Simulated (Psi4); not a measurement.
# TPSSh/aug-cc-pVTZ run of [NH2]− (SMILES [NH2-])

Aim: the energy change on altering one bond length of [NH2]− at TPSSh/aug-cc-pVTZ, from 2 runs. 

The calculation is run with Psi4 1.11.

5 further runs of the same task are left out: 2 that didn't finish, 3 set aside as unsound or not needed.

**1. The system as given**

The species is [NH2]− (3 atoms), meant as a singlet with charge -1. As SMILES, `[NH2-]`. The coordinates come from a PBE0-D4/def2-TZVPD relaxation.

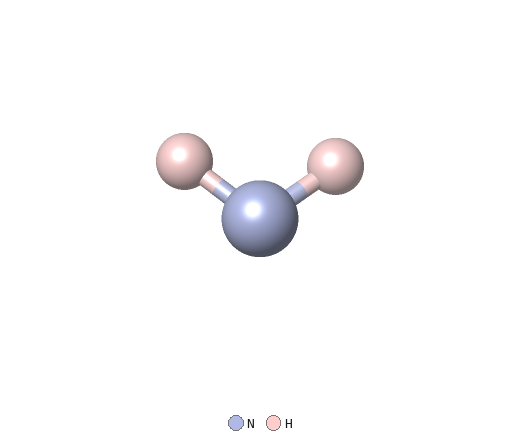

Viewed from a chosen angle; nitrogen light blue, hydrogen pink.

**2. Energy and gradient at TPSSh/aug-cc-pVTZ**

The input, job.py:

```python
import psi4

psi4.set_memory(1600000000)
psi4.set_num_threads(1)
psi4.set_output_file('h2n.out', False)

m = psi4.geometry("""
-1 1
N      0.64666428    -0.38361440     0.31879680
H      0.23716063     1.51404857     0.29479728
H     -0.88382491    -1.13043417    -0.61359407
units bohr
symmetry c1
""")

options = {'reference': 'rks', 'puream': True, 'e_convergence': 1e-09, 'd_convergence': 1e-08, 'scf_type': 'pk', 'dft_radial_points': 99, 'dft_spherical_points': 590}
psi4.set_options(options)

result, w = psi4.gradient("tpssh/aug-cc-pVTZ", return_wfn=True)
psi4.oeprop(w, "MULLIKEN_CHARGES", "MAYER_INDICES", "QUADRUPOLE", title="TPSSH")
print('gradient / Eh bohr^-1')
print(result.np.round(6))
print(f'energy = {w.energy():.10f} Eh')
```

Command:

```bash
$ python job.py
```

h2n.out, shortened:

```text
[...]
  Running in c1 symmetry.
[...]
  Nuclear repulsion =    7.542852420928845
[...]
  Multiplicity = 1
[...]
  Nalpha       = 5
  Nbeta        = 5
[...]
    Number of basis functions: 92
[...]
   @RKS iter   1:   -55.41648432383516    1.17608e-02   1.13790e-02 ADIIS/DIIS
[...]
   @RKS iter  10:   -55.92439669271894   -6.75016e-13   1.92600e-09 DIIS
[...]
    Orbital Energies [Eh]
    ---------------------
    Doubly Occupied:
       1A    -13.925853     2A     -0.480055     3A     -0.129427
       4A      0.007763     5A      0.080261
[...]
  @RKS Final Energy:   -55.92439669271894
   => Energetics <=
    Nuclear Repulsion Energy =              7.5428524209288454
    One-Electron Energy =                 -93.2118389924626740
    Two-Electron Energy =                  36.7888099835865603
    DFT Exchange-Correlation Energy =      -7.0442201047716804
    Empirical Dispersion Energy =           0.0000000000000000
    VV10 Nonlocal Energy =                  0.0000000000000000
    Total Energy =                        -55.9243966927189433
[...]
  -Total Gradient:
     Atom            X                  Y                   Z
    ------   -----------------  -----------------  -----------------
       1       -0.002509468818     0.001351516108    -0.000000000000
       2       -0.000010849025    -0.003048345719     0.000000000000
       3        0.002521011094     0.001696458826    -0.000000000000
[...]
 Multipole Moments:
 ------------------------------------------------------------------------------------
     Multipole            Electronic (a.u.)      Nuclear  (a.u.)        Total (a.u.)
 ------------------------------------------------------------------------------------
 L = 1.  Multiply by 2.5417464519 to convert [e a0] to [Debye]
 Dipole X            :          0.4735873           -0.9370214           -0.4634341
 Dipole Y            :         -0.2533978            0.5013879            0.2479901
 Dipole Z            :          0.0000000           -0.0000000            0.0000000
 Magnitude           :                                                    0.5256142
 L = 2.  Multiply by 1.3450342976 to convert [e a0^2] to [Debye ang]
 Quadrupole XX       :        -11.7350852            2.9223811           -8.8127042
 Quadrupole XY       :         -0.1669240            0.8643072            0.6973832
[...]
  Mulliken Charges: (a.u.)
   Center  Symbol    Alpha    Beta     Spin     Total
       1     N     4.12619  4.12619  0.00000 -1.25238
       2     H     0.43691  0.43691  0.00000  0.12619
       3     H     0.43691  0.43691  0.00000  0.12619
   Total alpha =  5.00000, Total beta =  5.00000, Total charge = -1.00000
  Mayer Bond Indices:
[...]
```

Standard output:

```text
gradient / Eh bohr^-1
[[-2.509e-03  1.352e-03 -0.000e+00]
 [-1.100e-05 -3.048e-03  0.000e+00]
 [ 2.521e-03  1.696e-03 -0.000e+00]]
energy = -55.9243966927 Eh
```

It took 69 s on 1 thread of Intel Xeon at 2.50GHz (Skylake/Cascade Lake), shared host; peak memory 0.93 GiB.

**3. The distorted shape, same level**

The input, h2n.json:

```json
{
  "schema_name": "qcschema_input",
  "schema_version": 1,
  "molecule": {
    "schema_name": "qcschema_molecule",
    "schema_version": 2,
    "symbols": ["N", "H", "H"],
    "geometry": [0.70808794, -0.66825818, 0.32239673, 0.23716063, 1.51404857, 0.29479728, -0.82240125, -1.41507794, -0.60999414],
    "molecular_charge": -1,
    "molecular_multiplicity": 1,
    "fix_symmetry": "c1"
  },
  "driver": "gradient",
  "model": {
    "method": "tpssh",
    "basis": "aug-cc-pVTZ"
  },
  "keywords": {
    "reference": "rks",
    "puream": true,
    "e_convergence": 1e-09,
    "d_convergence": 1e-08,
    "scf_type": "pk",
    "dft_radial_points": 99,
    "dft_spherical_points": 590,
    "scf_properties": ["DIPOLE", "QUADRUPOLE", "WIBERG_LOWDIN_INDICES"]
  }
}
```

Command:

```bash
$ psi4 --qcschema h2n.json -n 1 --memory 1600MB
```

stdout, shortened:

```text
[...]
  Running in c1 symmetry.
[...]
  Nuclear repulsion =    7.048926981147345
[...]
  Multiplicity = 1
[...]
  Nalpha       = 5
  Nbeta        = 5
[...]
    Number of basis functions: 92
[...]
   @RKS iter   1:   -55.40771179349328   -1.64102e-02   1.12097e-02 DIIS/ADIIS
[...]
   @RKS iter  11:   -55.91309334829521   -1.58664e-11   1.80479e-09 DIIS
[...]
    Orbital Energies [Eh]
    ---------------------
    Doubly Occupied:
       1A    -13.944798     2A     -0.463418     3A     -0.115501
       4A      0.002855     5A      0.078074
[...]
  @RKS Final Energy:   -55.91309334829521
   => Energetics <=
    Nuclear Repulsion Energy =              7.0489269811473454
    One-Electron Energy =                 -92.2439317109644747
    Two-Electron Energy =                  36.2763829123235482
    DFT Exchange-Correlation Energy =      -6.9944715308016292
    Empirical Dispersion Energy =           0.0000000000000000
    VV10 Nonlocal Energy =                  0.0000000000000000
    Total Energy =                        -55.9130933482952059
[...]
 Multipole Moments:
 ------------------------------------------------------------------------------------
     Multipole            Electronic (a.u.)      Nuclear  (a.u.)        Total (a.u.)
 ------------------------------------------------------------------------------------
 L = 1.  Multiply by 2.5417464519 to convert [e a0] to [Debye]
 Dipole X            :          0.5502425           -0.9610595           -0.4108170
 Dipole Y            :         -0.5204678            0.6253987            0.1049309
 Dipole Z            :          0.0000000           -0.0000000            0.0000000
 Magnitude           :                                                    0.4240060
 L = 2.  Multiply by 1.3450342976 to convert [e a0^2] to [Debye ang]
 Quadrupole XX       :        -11.8118553            2.9445268           -8.8673285
 Quadrupole XY       :          0.0406009            0.7001271            0.7407280
[...]
  -Total Gradient:
     Atom            X                  Y                   Z
    ------   -----------------  -----------------  -----------------
       1        0.003693649918    -0.064706407038    -0.000000000000
       2       -0.009167574149     0.067117064865    -0.000000000000
       3        0.005474118698    -0.002410173113    -0.000000000000
[...]
```

The result, in JSON:

```text
{
 "driver": "gradient",
 "model": {
  "method": "tpssh",
  "basis": "aug-cc-pVTZ"
 },
 "success": true,
 "return_result": [0.0036936499176507542, -0.06470640703805434, -3.3286488227787036e-14, -0.00916757414851654, 0.06711706486490027, -1.106778176471488e-15, 0.005474118698406638, -0.0024101731129575893, -2.420631819710968e-16],
 "properties": {
  "calcinfo_nbasis": 92,
  "calcinfo_nmo": 92,
  "calcinfo_nalpha": 5,
  "calcinfo_nbeta": 5,
  "calcinfo_natom": 3,
  "nuclear_repulsion_energy": 7.048926981147345,
  "return_energy": -55.913093348295206,
  "return_gradient": [0.0036936499176507542, -0.06470640703805434, -3.3286488227787036e-14, -0.00916757414851654, 0.06711706486490027, -1.106778176471488e-15, 0.005474118698406638, -0.0024101731129575893, -2.420631819710968e-16],
  "scf_one_electron_energy": -92.24393171096447,
  "scf_two_electron_energy": 36.27638291232355,
  "scf_xc_energy": -6.994471530801629,
  "scf_dipole_moment": [-0.4108170272218278, 0.1049308940936321, 2.204981488950498e-14],
  "scf_total_energy": -55.913093348295206,
  "scf_total_gradient": [0.0036936499176507542, -0.06470640703805434, -3.3286488227787036e-14, -0.00916757414851654, 0.06711706486490027, -1.106778176471488e-15, 0.005474118698406638, -0.0024101731129575893, -2.420631819710968e-16],
  "scf_iterations": 11
 }
}
```

Wall time 71 s (1 thread of Intel Xeon at 2.50GHz (Skylake/Cascade Lake), shared host); peak memory 0.94 GiB.

**4. Results**

At TPSSh/aug-cc-pVTZ:

| quantity | value |
| --- | --- |
| first shape: total energy | -55.92440 Eh |
| first shape: HOMO energy | 2.18 eV |
| first shape: LUMO energy | 3.56 eV |
| first shape: HOMO–LUMO gap (to an unbound level, set by the basis) | 1.38 eV |
| first shape: largest force on an atom | 0.157 eV/Å |
| distorted shape: total energy | -55.91309 Eh |
| distorted shape: HOMO energy | 2.12 eV |
| distorted shape: LUMO energy | 3.55 eV |
| distorted shape: HOMO–LUMO gap (to an unbound level, set by the basis) | 1.42 eV |
| distorted shape: largest force on an atom | 3.483 eV/Å |
| energy change with the N1–H2 bond stretched from 1.027 to 1.181 Å | 0.308 eV |

In words: With the N1–H2 bond stretched from 1.027 to 1.181 Å the energy rises by 0.31 eV (29.7 kJ/mol). The first shape isn't relaxed at this level, so the change isn't measured from a minimum. The HOMO (first shape) lies at positive energy, 2.18 eV; only total energies tell whether the electron is bound. The HOMO (distorted shape) lies at positive energy, 2.12 eV; only total energies tell whether the electron is bound.
